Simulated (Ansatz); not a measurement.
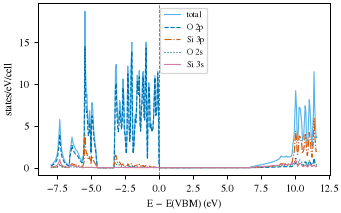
*Total and projected density of states of SiO2 in space group P3_121 (No. 152; Si on 3a, O on 6c), r²SCAN (plane waves, PAW; program Ansatz)*

Problem. Which orbitals carry the states next to the gap?

Solution. Top 1 eV of the valence band: O 2p 97 %. Bottom 1 eV of the conduction band: Si 3s 43 %, O 2s 21 %, Si 3p 15 %, O 2p 5 %, outside the projected shells 17 %. Projections are on Löwdin-orthogonalised atomic valence shells; empty p or d shells of many metals are not among them.

Problem. Where is the tallest occupied peak in this window, and what makes it?

Solution. Near -5.5 eV, about 19 states/eV per cell; the largest projected share is O 2p.

Symmetry was held in the r²SCAN relaxation.

Potentials: the earlier of the program's two PAW sets.
